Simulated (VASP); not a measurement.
Band structure of RbAu₅ (space group P6/mmm). Computed with PBEsol GGA, VASP's PBE PAW potentials (set 64) (plane waves; VASP).

Unless said otherwise, spin-orbit coupling is left out, though it shifts the bands of the heavy elements here.

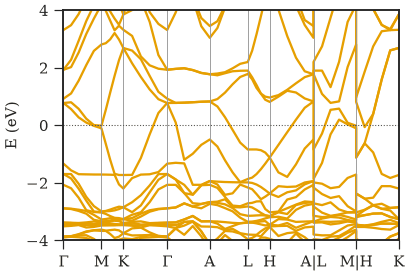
Bands along high-symmetry lines, zero at the valence-band maximum or, without a gap, the Fermi level

Read the plot: is there a gap, and where are the band edges?

It has no gap at this level: it comes out as a metal or semimetal.

The structure comes from a measured RbAu5 entry (P6/mmm) of the Crystallography Open Database, whose conditions weren't checked. The cell was not relaxed at this level.
